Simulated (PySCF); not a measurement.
**C₅H₅FO: core binding energies at several levels of theory, part 1 of 3**

Aim: compute the core binding energies of C₅H₅FO (`FC1C=COC=C1`) at several levels, and see how far they spread and what each costs.

Computed with PySCF 2.14.0, with density-fitted response routines of our own, on a single molecule in the gas phase. Atoms count from 0, in the outputs and in this text.

### 1 Starting geometry

12 atoms, charge 0, multiplicity 1; geometry from: PBE0-D3(BJ)/def2-SVP.

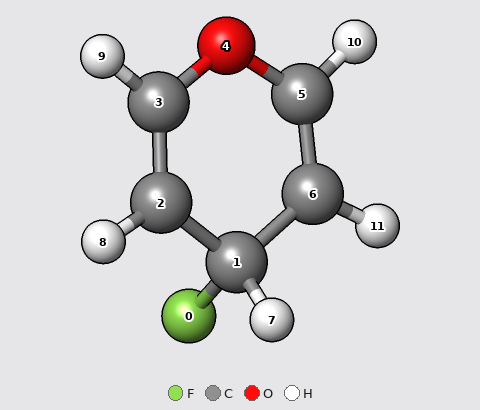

As it starts; fluorine green, carbon grey, oxygen red, hydrogen white, atoms numbered.

### 2 X-ray photoelectron lines: SCAN, X2C

What the job is given:

```
{"job": {"kind": "xps"}, "charge": 0, "multiplicity": 1}
F     -0.691700    -0.308475     2.097069
C     -0.754239    -0.518414     0.714205
C      0.524958    -1.119578     0.246092
C      1.381504    -0.450459    -0.534723
O      1.144711     0.778761    -1.042254
C     -0.045932     1.345856    -0.751240
C     -0.981588     0.779002     0.020153
H     -1.605257    -1.208248     0.573363
H      0.801304    -2.116092     0.595591
H      2.347864    -0.837819    -0.861378
H     -0.158349     2.313225    -1.243434
H     -1.921791     1.310243     0.179412
```

Method: delta-SCF UKS SCAN, pcX-2 on the ionised atom, pcseg-1 elsewhere, spin-free X2C.

Command:

```sh
OMP_NUM_THREADS=1 python probes_run.py task.json out
```

One launch serves the whole session: the jobs run in the order shown.

Standard output:

```text
ground state, core basis on atom 0 (F), 154 functions
  cycle   1  E = -368.52863199  |g| = 6.94e-01
  cycle   2  E = -368.37848797  |g| = 1.19e+00
  cycle   3  E = -368.60583103  |g| = 1.84e-01
  cycle   4  E = -368.61202747  |g| = 7.88e-02
  cycle   5  E = -368.61301998  |g| = 4.03e-02
  cycle   6  E = -368.61338531  |g| = 1.01e-02
  cycle   7  E = -368.61340840  |g| = 4.24e-03
  cycle   8  E = -368.61341325  |g| = 7.72e-04
  cycle   9  E = -368.61341179  |g| = 1.92e-04
  E(ground) = -368.62512652 Eh
hole in F 1s of atom 0
  cycle   1  E = -342.28847861  |g| = 2.58e+00
  cycle   2  E = -341.73874845  |g| = 2.37e+00
  cycle   3  E = -342.81425420  |g| = 8.56e-01
  cycle   4  E = -342.95312764  |g| = 6.80e-01
  cycle   5  E = -343.18245171  |g| = 1.75e-01
  cycle   6  E = -343.19424078  |g| = 7.27e-02
  cycle   7  E = -343.19644278  |g| = 2.02e-02
  cycle   8  E = -343.19663672  |g| = 3.94e-03
  cycle   9  E = -343.19664436  |g| = 1.16e-03
  cycle  10  E = -343.19664423  |g| = 3.88e-04
  E(ion) = -343.21426316 Eh   <S^2> = 0.7582   hole on atom = 1.000   binding energy = 691.465 eV
ground state, core basis on atom 1 (C), 154 functions
  cycle   1  E = -368.57342829  |g| = 9.01e-02
  cycle   2  E = -368.57144479  |g| = 1.30e-01
  cycle   3  E = -368.57412654  |g| = 2.17e-02
  cycle   4  E = -368.57418118  |g| = 1.09e-02
  cycle   5  E = -368.57421101  |g| = 2.17e-03
  cycle   6  E = -368.57421329  |g| = 3.43e-04
  E(ground) = -368.58334855 Eh
hole in C 1s of atom 1
  cycle   1  E = -357.24115410  |g| = 1.51e+00
  cycle   2  E = -355.27578251  |g| = 2.47e+00
  cycle   3  E = -357.44577937  |g| = 8.58e-01
  cycle   4  E = -357.66990943  |g| = 5.55e-01
  cycle   5  E = -357.79225222  |g| = 1.23e-01
  cycle   6  E = -357.79521845  |g| = 9.45e-02
  cycle   7  E = -357.79884909  |g| = 2.00e-02
  cycle   8  E = -357.79901807  |g| = 5.86e-03
  cycle   9  E = -357.79904543  |g| = 2.31e-03
  cycle  10  E = -357.79905315  |g| = 1.82e-03
  cycle  11  E = -357.79905812  |g| = 1.19e-03
  cycle  12  E = -357.79906014  |g| = 5.49e-04
  cycle  13  E = -357.79906144  |g| = 3.44e-04
  E(ion) = -357.80857092 Eh   <S^2> = 0.7740   hole on atom = 1.000   binding energy = 293.197 eV
ground state, core basis on atom 2 (C), 154 functions
  cycle   1  E = -368.57022918  |g| = 6.07e-02
  cycle   2  E = -368.56984264  |g| = 4.74e-02
  cycle   3  E = -368.56984135  |g| = 4.59e-02
  cycle   4  E = -368.57033397  |g| = 1.32e-02
  cycle   5  E = -368.57037191  |g| = 1.76e-03
  cycle   6  E = -368.57037319  |g| = 4.14e-04
  E(ground) = -368.58081948 Eh
hole in C 1s of atom 2
  cycle   1  E = -357.31397082  |g| = 1.52e+00
  cycle   2  E = -356.13662767  |g| = 2.11e+00
  cycle   3  E = -357.73798968  |g| = 5.88e-01
  cycle   4  E = -357.82086067  |g| = 4.24e-01
  cycle   5  E = -357.88875371  |g| = 1.03e-01
  cycle   6  E = -357.89142517  |g| = 5.92e-02
  cycle   7  E = -357.89293303  |g| = 1.81e-02
  cycle   8  E = -357.89310859  |g| = 7.85e-03
  cycle   9  E = -357.89315232  |g| = 3.23e-03
  cycle  10  E = -357.89315982  |g| = 2.46e-03
  cycle  11  E = -357.89316611  |g| = 8.75e-04
  cycle  12  E = -357.89316649  |g| = 3.85e-04
  E(ion) = -357.90287626 Eh   <S^2> = 0.7832   hole on atom = 1.000   binding energy = 290.562 eV
ground state, core basis on atom 3 (C), 154 functions
  cycle   1  E = -368.57178297  |g| = 5.98e-02
  cycle   2  E = -368.57144234  |g| = 4.28e-02
  cycle   3  E = -368.57138296  |g| = 4.51e-02
  cycle   4  E = -368.57188250  |g| = 1.12e-02
  cycle   5  E = -368.57191348  |g| = 1.89e-03
  cycle   6  E = -368.57191493  |g| = 4.51e-04
  E(ground) = -368.58206696 Eh
hole in C 1s of atom 3
  cycle   1  E = -357.25085325  |g| = 1.51e+00
  cycle   2  E = -355.10247044  |g| = 2.55e+00
  cycle   3  E = -357.60997594  |g| = 6.72e-01
  cycle   4  E = -357.72246990  |g| = 4.89e-01
  cycle   5  E = -357.81385330  |g| = 1.52e-01
  cycle   6  E = -357.82051729  |g| = 8.33e-02
  cycle   7  E = -357.82398446  |g| = 3.42e-02
  cycle   8  E = -357.82462090  |g| = 1.28e-02
  cycle   9  E = -357.82477176  |g| = 6.95e-03
  cycle  10  E = -357.82487140  |g| = 5.10e-03
  cycle  11  E = -357.82495250  |g| = 3.06e-03
  cycle  12  E = -357.82496911  |g| = 2.60e-03
  cycle  13  E = -357.82497862  |g| = 1.37e-03
  cycle  14  E = -357.82498315  |g| = 8.00e-04
  cycle  15  E = -357.82498867  |g| = 5.01e-04
  cycle  16  E = -357.82499024  |g| = 2.75e-04
  E(ion) = -357.83387838 Eh   <S^2> = 0.8236   hole on atom = 1.000   binding energy = 292.473 eV
ground state, core basis on atom 4 (O), 154 functions
  cycle   1  E = -368.59679907  |g| = 1.01e-01
  cycle   2  E = -368.59450032  |g| = 1.11e-01
  cycle   3  E = -368.59580847  |g| = 7.72e-02
  cycle   4  E = -368.59717589  |g| = 1.44e-02
  cycle   5  E = -368.59722984  |g| = 1.64e-03
  cycle   6  E = -368.59723044  |g| = 5.57e-04
  cycle   7  E = -368.59722996  |g| = 2.24e-04
  E(ground) = -368.60528708 Eh
hole in O 1s of atom 4
  cycle   1  E = -347.91968469  |g| = 2.23e+00
  cycle   2  E = -346.61083213  |g| = 2.62e+00
  cycle   3  E = -348.25844591  |g| = 9.27e-01
  cycle   4  E = -348.49461015  |g| = 6.70e-01
  cycle   5  E = -348.74762915  |g| = 9.43e-02
  cycle   6  E = -348.74952898  |g| = 5.27e-02
  cycle   7  E = -348.75047947  |g| = 1.80e-02
  cycle   8  E = -348.75058830  |g| = 5.42e-03
  cycle   9  E = -348.75060496  |g| = 1.79e-03
  cycle  10  E = -348.75061050  |g| = 1.10e-03
  cycle  11  E = -348.75061527  |g| = 9.73e-04
  cycle  12  E = -348.75061865  |g| = 7.64e-04
  cycle  13  E = -348.75062209  |g| = 4.97e-04
  E(ion) = -348.75939671 Eh   <S^2> = 0.7649   hole on atom = 1.000   binding energy = 540.034 eV
```

Wall time 24 s (1 thread of Intel Xeon 6975P-C, shared host); peak memory 0.54 GiB.

Binding energies by hole, beside the orbital energy of the ground state; the difference holds orbital relaxation and, for a density functional, its self-interaction error:

```tsv
hole	stands for	environment	ΔSCF (eV)	−ε (eV)	⟨S²⟩
F1s on F0	F0	fluorine on an sp3 carbon	691.46	665.9	0.758
C1s on C1	C1	allylic sp3 CH bonded to F	293.20	276.0	0.774
C1s on C2	C2, C6	β carbon of an enol-ether or enamine type C=C	290.56	273.9	0.783
C1s on C3	C3, C5	alkene carbon bearing oxygen	292.47	275.7	0.824
O1s on O4	O4	ether oxygen	540.03	518.7	0.765
```

Each hole run stands for the others of its class of like atoms.

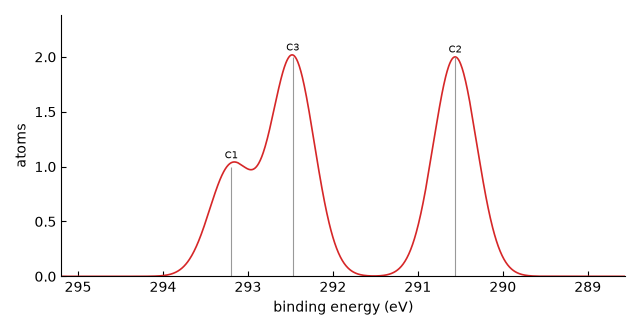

The C1s photoelectron lines, weighted by the number of atoms. Lines are broadened to a width of 0.60 eV (Gaussian).

### 3 Core-electron binding energies: B3LYP, X2C

Same as in step 2 but for these lines:

```diff
@@ -1,2 +1,2 @@
-{"job": {"kind": "xps"}, "charge": 0, "multiplicity": 1}
+{"job": {"kind": "xps", "xc": "B3LYP"}, "charge": 0, "multiplicity": 1}
 F     -0.691700    -0.308475     2.097069
```

With the program's defaults for keys left out, this is: delta-SCF UKS B3LYP, pcX-2 on the ionised atom, pcseg-1 elsewhere, spin-free X2C.

Standard output:

```text
ground state, core basis on atom 0 (F), 154 functions
  cycle   1  E = -368.69092658  |g| = 6.73e-01
  cycle   2  E = -368.59318425  |g| = 1.05e+00
  cycle   3  E = -368.76881951  |g| = 1.02e-01
  cycle   4  E = -368.77049207  |g| = 4.50e-02
  cycle   5  E = -368.77085013  |g| = 1.35e-02
  cycle   6  E = -368.77087714  |g| = 6.42e-03
  cycle   7  E = -368.77088598  |g| = 1.69e-03
  cycle   8  E = -368.77088537  |g| = 2.79e-04
  E(ground) = -368.77082277 Eh
hole in F 1s of atom 0
  cycle   1  E = -342.45642424  |g| = 2.60e+00
  cycle   2  E = -342.11887364  |g| = 2.31e+00
  cycle   3  E = -343.16902477  |g| = 6.53e-01
  cycle   4  E = -343.22889528  |g| = 5.35e-01
  cycle   5  E = -343.36612133  |g| = 1.12e-01
  cycle   6  E = -343.37089891  |g| = 4.08e-02
  cycle   7  E = -343.37157962  |g| = 8.63e-03
  cycle   8  E = -343.37161335  |g| = 1.53e-03
  cycle   9  E = -343.37161331  |g| = 4.90e-04
  E(ion) = -343.37151846 Eh   <S^2> = 0.7557   hole on atom = 1.000   binding energy = 691.150 eV
ground state, core basis on atom 1 (C), 154 functions
  cycle   1  E = -368.72399031  |g| = 7.02e-02
  cycle   2  E = -368.72302653  |g| = 9.51e-02
  cycle   3  E = -368.72452513  |g| = 1.30e-02
  cycle   4  E = -368.72453338  |g| = 1.01e-02
  cycle   5  E = -368.72455629  |g| = 1.30e-03
  cycle   6  E = -368.72455714  |g| = 8.15e-05
  E(ground) = -368.72474630 Eh
hole in C 1s of atom 1
  cycle   1  E = -357.39505463  |g| = 1.52e+00
  cycle   2  E = -355.99265475  |g| = 2.27e+00
  cycle   3  E = -357.78458966  |g| = 5.86e-01
  cycle   4  E = -357.85979827  |g| = 4.52e-01
  cycle   5  E = -357.94401085  |g| = 8.03e-02
  cycle   6  E = -357.94603275  |g| = 4.23e-02
  cycle   7  E = -357.94672531  |g| = 1.12e-02
  cycle   8  E = -357.94677053  |g| = 2.50e-03
  cycle   9  E = -357.94677533  |g| = 1.02e-03
  cycle  10  E = -357.94677547  |g| = 7.69e-04
  cycle  11  E = -357.94677576  |g| = 2.22e-04
  E(ion) = -357.94691587 Eh   <S^2> = 0.7608   hole on atom = 1.000   binding energy = 293.280 eV
ground state, core basis on atom 2 (C), 154 functions
  cycle   1  E = -368.72175476  |g| = 4.73e-02
  cycle   2  E = -368.72163271  |g| = 3.56e-02
  cycle   3  E = -368.72181042  |g| = 1.87e-02
  cycle   4  E = -368.72187574  |g| = 3.34e-03
  cycle   5  E = -368.72187747  |g| = 3.55e-04
  E(ground) = -368.72210749 Eh
hole in C 1s of atom 2
  cycle   1  E = -357.46958556  |g| = 1.52e+00
  cycle   2  E = -356.62135905  |g| = 1.97e+00
  cycle   3  E = -357.94851876  |g| = 4.71e-01
  cycle   4  E = -357.99321311  |g| = 3.51e-01
  cycle   5  E = -358.03820732  |g| = 6.98e-02
  cycle   6  E = -358.03989425  |g| = 2.99e-02
  cycle   7  E = -358.04028578  |g| = 7.23e-03
  cycle   8  E = -358.04031632  |g| = 2.72e-03
  cycle   9  E = -358.04032388  |g| = 1.18e-03
  cycle  10  E = -358.04032544  |g| = 8.18e-04
  cycle  11  E = -358.04032612  |g| = 2.72e-04
  E(ion) = -358.04045094 Eh   <S^2> = 0.7658   hole on atom = 1.000   binding energy = 290.663 eV
ground state, core basis on atom 3 (C), 154 functions
  cycle   1  E = -368.72323131  |g| = 4.78e-02
  cycle   2  E = -368.72296441  |g| = 4.21e-02
  cycle   3  E = -368.72325443  |g| = 2.24e-02
  cycle   4  E = -368.72336773  |g| = 8.24e-03
  cycle   5  E = -368.72338265  |g| = 7.21e-04
  cycle   6  E = -368.72338177  |g| = 2.01e-04
  E(ground) = -368.72345851 Eh
hole in C 1s of atom 3
  cycle   1  E = -357.40662126  |g| = 1.52e+00
  cycle   2  E = -356.37730366  |g| = 2.08e+00
  cycle   3  E = -357.90582565  |g| = 3.69e-01
  cycle   4  E = -357.94920421  |g| = 2.05e-01
  cycle   5  E = -357.96873504  |g| = 7.57e-02
  cycle   6  E = -357.97117047  |g| = 2.42e-02
  cycle   7  E = -357.97142372  |g| = 1.06e-02
  cycle   8  E = -357.97147999  |g| = 3.98e-03
  cycle   9  E = -357.97150196  |g| = 2.16e-03
  cycle  10  E = -357.97151239  |g| = 1.51e-03
  cycle  11  E = -357.97151914  |g| = 5.61e-04
  cycle  12  E = -357.97151971  |g| = 2.48e-04
  E(ion) = -357.97156844 Eh   <S^2> = 0.7730   hole on atom = 1.000   binding energy = 292.574 eV
ground state, core basis on atom 4 (O), 154 functions
  cycle   1  E = -368.74741274  |g| = 6.96e-02
  cycle   2  E = -368.74695448  |g| = 5.82e-02
  cycle   3  E = -368.74722966  |g| = 4.21e-02
  cycle   4  E = -368.74756572  |g| = 8.14e-03
  cycle   5  E = -368.74758398  |g| = 6.42e-04
  cycle   6  E = -368.74758489  |g| = 2.15e-04
  E(ground) = -368.74753102 Eh
hole in O 1s of atom 4
  cycle   1  E = -348.08516166  |g| = 2.24e+00
  cycle   2  E = -347.25274525  |g| = 2.42e+00
  cycle   3  E = -348.68749247  |g| = 6.64e-01
  cycle   4  E = -348.76685263  |g| = 5.15e-01
  cycle   5  E = -348.90957408  |g| = 5.67e-02
  cycle   6  E = -348.91047627  |g| = 2.18e-02
  cycle   7  E = -348.91065350  |g| = 5.90e-03
  cycle   8  E = -348.91066360  |g| = 2.32e-03
  cycle   9  E = -348.91066579  |g| = 3.85e-04
  E(ion) = -348.91064225 Eh   <S^2> = 0.7571   hole on atom = 1.000   binding energy = 539.789 eV
```

Wall time 27 s (1 thread of Intel Xeon 6975P-C, shared host); peak memory 0.6 GiB.

Binding energies by hole, beside the orbital energy of the ground state; the difference holds orbital relaxation and, for a density functional, its self-interaction error:

```tsv
hole	stands for	environment	ΔSCF (eV)	−ε (eV)	⟨S²⟩
F1s on F0	F0	fluorine on an sp3 carbon	691.15	671.4	0.756
C1s on C1	C1	allylic sp3 CH bonded to F	293.28	279.4	0.761
C1s on C2	C2, C6	β carbon of an enol-ether or enamine type C=C	290.66	277.3	0.766
C1s on C3	C3, C5	alkene carbon bearing oxygen	292.57	279.0	0.773
O1s on O4	O4	ether oxygen	539.79	522.9	0.757
```

Each hole run stands for the others of its class of like atoms.

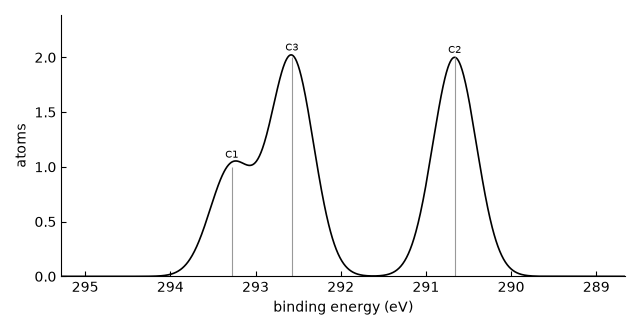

The C1s photoelectron lines, weighted by the number of atoms. Lines are broadened to a width of 0.60 eV (Gaussian).

### 4 Core holes by ΔSCF: PBE0, X2C

Same as in step 3 but for these lines:

```diff
@@ -1,2 +1,2 @@
-{"job": {"kind": "xps", "xc": "B3LYP"}, "charge": 0, "multiplicity": 1}
+{"job": {"kind": "xps", "xc": "PBE0"}, "charge": 0, "multiplicity": 1}
 F     -0.691700    -0.308475     2.097069
```

With the program's defaults for keys left out, this is: delta-SCF UKS PBE0, pcX-2 on the ionised atom, pcseg-1 elsewhere, spin-free X2C.

Standard output:

```text
ground state, core basis on atom 0 (F), 154 functions
  cycle   1  E = -368.28724536  |g| = 6.22e-01
  cycle   2  E = -368.22358083  |g| = 9.11e-01
  cycle   3  E = -368.35580619  |g| = 8.32e-02
  cycle   4  E = -368.35682470  |g| = 4.11e-02
  cycle   5  E = -368.35712514  |g| = 1.25e-02
  cycle   6  E = -368.35715087  |g| = 5.50e-03
  cycle   7  E = -368.35715644  |g| = 1.20e-03
  cycle   8  E = -368.35715596  |g| = 2.80e-04
  E(ground) = -368.35715112 Eh
hole in F 1s of atom 0
  cycle   1  E = -342.06033226  |g| = 2.60e+00
  cycle   2  E = -341.86968833  |g| = 2.18e+00
  cycle   3  E = -342.82144357  |g| = 5.81e-01
  cycle   4  E = -342.87276438  |g| = 4.61e-01
  cycle   5  E = -342.97533334  |g| = 9.02e-02
  cycle   6  E = -342.97854073  |g| = 3.09e-02
  cycle   7  E = -342.97893243  |g| = 6.45e-03
  cycle   8  E = -342.97895011  |g| = 1.37e-03
  cycle   9  E = -342.97895073  |g| = 4.44e-04
  E(ion) = -342.97892048 Eh   <S^2> = 0.7565   hole on atom = 1.000   binding energy = 690.577 eV
ground state, core basis on atom 1 (C), 154 functions
  cycle   1  E = -368.31097929  |g| = 9.01e-02
  cycle   2  E = -368.30988517  |g| = 1.07e-01
  cycle   3  E = -368.31173162  |g| = 1.75e-02
  cycle   4  E = -368.31176905  |g| = 8.78e-03
  cycle   5  E = -368.31178885  |g| = 8.42e-04
  cycle   6  E = -368.31178793  |g| = 1.15e-04
  E(ground) = -368.31197146 Eh
hole in C 1s of atom 1
  cycle   1  E = -357.00236427  |g| = 1.52e+00
  cycle   2  E = -355.90943216  |g| = 2.08e+00
  cycle   3  E = -357.42533837  |g| = 5.14e-01
  cycle   4  E = -357.48824782  |g| = 3.80e-01
  cycle   5  E = -357.55017983  |g| = 6.82e-02
  cycle   6  E = -357.55181671  |g| = 2.79e-02
  cycle   7  E = -357.55213171  |g| = 8.53e-03
  cycle   8  E = -357.55216061  |g| = 2.50e-03
  cycle   9  E = -357.55216656  |g| = 1.10e-03
  cycle  10  E = -357.55216787  |g| = 7.91e-04
  cycle  11  E = -357.55216881  |g| = 2.43e-04
  E(ion) = -357.55230123 Eh   <S^2> = 0.7645   hole on atom = 1.000   binding energy = 292.786 eV
ground state, core basis on atom 2 (C), 154 functions
  cycle   1  E = -368.30853970  |g| = 6.19e-02
  cycle   2  E = -368.30847388  |g| = 3.02e-02
  cycle   3  E = -368.30853846  |g| = 2.45e-02
  cycle   4  E = -368.30865735  |g| = 3.82e-03
  cycle   5  E = -368.30866160  |g| = 7.53e-04
  cycle   6  E = -368.30866186  |g| = 2.08e-04
  E(ground) = -368.30888662 Eh
hole in C 1s of atom 2
  cycle   1  E = -357.07630424  |g| = 1.52e+00
  cycle   2  E = -356.41745170  |g| = 1.83e+00
  cycle   3  E = -357.56595405  |g| = 4.40e-01
  cycle   4  E = -357.61118757  |g| = 3.01e-01
  cycle   5  E = -357.64448500  |g| = 6.10e-02
  cycle   6  E = -357.64586881  |g| = 2.35e-02
  cycle   7  E = -357.64612112  |g| = 5.99e-03
  cycle   8  E = -357.64614820  |g| = 2.75e-03
  cycle   9  E = -357.64615888  |g| = 1.28e-03
  cycle  10  E = -357.64616262  |g| = 8.24e-04
  cycle  11  E = -357.64616307  |g| = 3.05e-04
  E(ion) = -357.64630825 Eh   <S^2> = 0.7718   hole on atom = 1.000   binding energy = 290.144 eV
ground state, core basis on atom 3 (C), 154 functions
  cycle   1  E = -368.30982967  |g| = 6.32e-02
  cycle   2  E = -368.30955871  |g| = 4.28e-02
  cycle   3  E = -368.30974532  |g| = 3.21e-02
  cycle   4  E = -368.30999305  |g| = 7.68e-03
  cycle   5  E = -368.31000455  |g| = 4.91e-04
  E(ground) = -368.31013034 Eh
hole in C 1s of atom 3
  cycle   1  E = -357.01349877  |g| = 1.52e+00
  cycle   2  E = -356.23320907  |g| = 1.91e+00
  cycle   3  E = -357.52095216  |g| = 3.47e-01
  cycle   4  E = -357.56679485  |g| = 1.46e-01
  cycle   5  E = -357.57623720  |g| = 5.11e-02
  cycle   6  E = -357.57722991  |g| = 1.83e-02
  cycle   7  E = -357.57741349  |g| = 6.41e-03
  cycle   8  E = -357.57746406  |g| = 4.74e-03
  cycle   9  E = -357.57751038  |g| = 2.45e-03
  cycle  10  E = -357.57753539  |g| = 1.61e-03
  cycle  11  E = -357.57754181  |g| = 7.16e-04
  cycle  12  E = -357.57754353  |g| = 2.16e-04
  E(ion) = -357.57764731 Eh   <S^2> = 0.7861   hole on atom = 1.000   binding energy = 292.046 eV
ground state, core basis on atom 4 (O), 154 functions
  cycle   1  E = -368.33462799  |g| = 9.24e-02
  cycle   2  E = -368.33433397  |g| = 5.08e-02
  cycle   3  E = -368.33429711  |g| = 5.19e-02
  cycle   4  E = -368.33479608  |g| = 7.70e-03
  cycle   5  E = -368.33481071  |g| = 6.97e-04
  cycle   6  E = -368.33481117  |g| = 2.33e-04
  E(ground) = -368.33479228 Eh
hole in O 1s of atom 4
  cycle   1  E = -347.68531109  |g| = 2.24e+00
  cycle   2  E = -347.03741192  |g| = 2.29e+00
  cycle   3  E = -348.33138150  |g| = 6.06e-01
  cycle   4  E = -348.40593733  |g| = 4.46e-01
  cycle   5  E = -348.51210197  |g| = 4.92e-02
  cycle   6  E = -348.51281661  |g| = 1.73e-02
  cycle   7  E = -348.51293050  |g| = 4.69e-03
  cycle   8  E = -348.51293691  |g| = 1.93e-03
  cycle   9  E = -348.51293860  |g| = 4.30e-04
  E(ion) = -348.51294453 Eh   <S^2> = 0.7584   hole on atom = 1.000   binding energy = 539.380 eV
```

It took 27 s on 1 thread of Intel Xeon 6975P-C, shared host; peak memory 0.6 GiB.

The holes in one table. −ε is the ground-state orbital energy:

```tsv
hole	stands for	environment	ΔSCF (eV)	−ε (eV)	⟨S²⟩
F1s on F0	F0	fluorine on an sp3 carbon	690.58	673.8	0.756
C1s on C1	C1	allylic sp3 CH bonded to F	292.79	280.8	0.765
C1s on C2	C2, C6	β carbon of an enol-ether or enamine type C=C	290.14	278.7	0.772
C1s on C3	C3, C5	alkene carbon bearing oxygen	292.05	280.4	0.786
O1s on O4	O4	ether oxygen	539.38	525.1	0.758
```

Each hole run stands for the others of its class of like atoms.

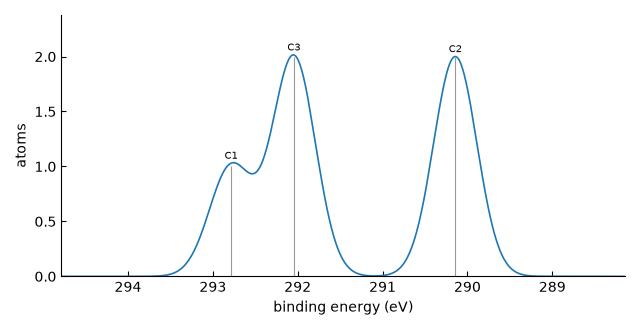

The C1s photoelectron lines, weighted by the number of atoms. Lines are broadened to a width of 0.60 eV (Gaussian).

(Continued in part 2 of 3.)
